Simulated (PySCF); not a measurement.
**H3O+ (oxonium) at B3LYP/6-31G**

What is the vertical ionisation energy of H3O+ (oxonium) at B3LYP/6-31G? The job is set up through a Python script.

The results are computed with PySCF 2.14.0.

5 further runs of the same task are left out: 5 set aside as unsound or not needed.

## 1. Starting point

H3O+ has 4 atoms, charge +1, and is taken as a singlet. As SMILES, `[OH3+]`. Geometry: relaxed at GFN2-xTB.

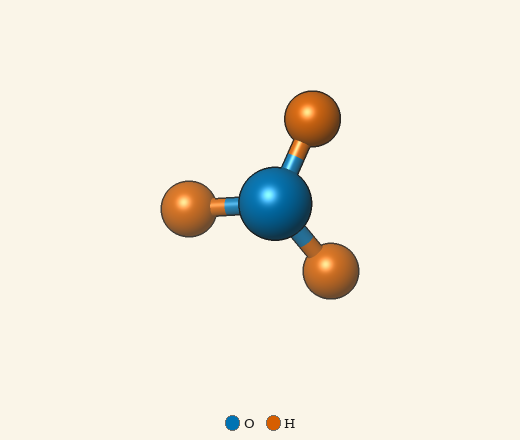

Viewed from a chosen angle; oxygen blue, hydrogen orange.

## 2. A single-point energy at B3LYP/6-31G

File mol.xyz:

```xyz
4

O      0.196050    -0.061020    -0.056900
H      0.214230     0.919440     0.016470
H     -0.413410    -0.366620    -0.765680
H      0.003130    -0.491800     0.806120
```

File job.py:

```python
from pyscf import gto, dft

mol = gto.M(
    atom='mol.xyz',
    spin=0,
    max_memory=1860,
    basis='6-31g',
    charge=1,
    verbose=3,
)

calc0 = dft.RKS(mol, xc='b3lyp')
calc0.grids.level = 5
calc0.conv_tol = 1e-10
calc0.kernel()
if not calc0.converged:
    calc0 = calc0.newton().run(calc0.mo_coeff, calc0.mo_occ)

energy = calc0.e_tot
print(f'total energy: {energy:.8f} hartree')
```

The run is started by

```bash
$ OMP_NUM_THREADS=1 python job.py
```

Standard output:

```text
converged SCF energy = -76.6712456642069
total energy: -76.67124566 hartree
```

Wall time 1.3 s (1 thread of Arm Neoverse V2, shared host); peak memory 0.16 GiB.

## 3. Doublet [H3O]2+, same level

File job.py:

```python
from pyscf import gto, dft

mol = gto.M(
    atom='O 0.196050 -0.061020 -0.056900; H 0.214230 0.919440 0.016470; H -0.413410 -0.366620 -0.765680; H 0.003130 -0.491800 0.806120',
    verbose=3,
    max_memory=1860,
    spin=1,
    charge=2,
    basis='6-31g',
)

mf = dft.UKS(mol)
mf.xc = 'b3lyp'
mf.grids.level = 5
mf.conv_tol = 1e-10
mf.kernel()
if not mf.converged:
    mf = mf.newton().run(mf.mo_coeff, mf.mo_occ)

energy = mf.e_tot
print('E = %.10f Eh' % energy)
```

The run is started by

```bash
$ OMP_NUM_THREADS=1 python job.py
```

Standard output:

```text
converged SCF energy = -75.7637494206754  <S^2> = 0.75187098  2S+1 = 2.0018701
E = -75.7637494207 Eh
```

Wall time 2 s (1 thread of Arm Neoverse V2, shared host); peak memory 0.18 GiB.

## 4. Results

At B3LYP/6-31G:

| quantity | value |
| --- | --- |
| singlet H3O+: total energy | -76.67125 Eh |
| singlet H3O+: HOMO energy | -20.00 eV |
| singlet H3O+: LUMO energy | -7.44 eV |
| singlet H3O+: HOMO–LUMO gap | 12.56 eV |
| doublet [H3O]2+: total energy | -75.76375 Eh |
| doublet [H3O]2+: HOMO energy (highest over α and β) | -36.84 eV |
| doublet [H3O]2+: LUMO energy (lowest over α and β) | -29.26 eV |
| doublet [H3O]2+: ⟨S²⟩ | 0.752 |
| vertical ionisation energy (to the doublet dication) | 24.694 eV |

**Reading.** Removing an electron at fixed nuclei costs 24.69 eV (569 kcal/mol). The negative HOMO energy of the first species, 20.00 eV, lies 4.70 eV below that difference. Mulliken charges (doublet [H3O]2+) run from +0.00 on O1 to +0.67 on H4; they depend strongly on the basis.
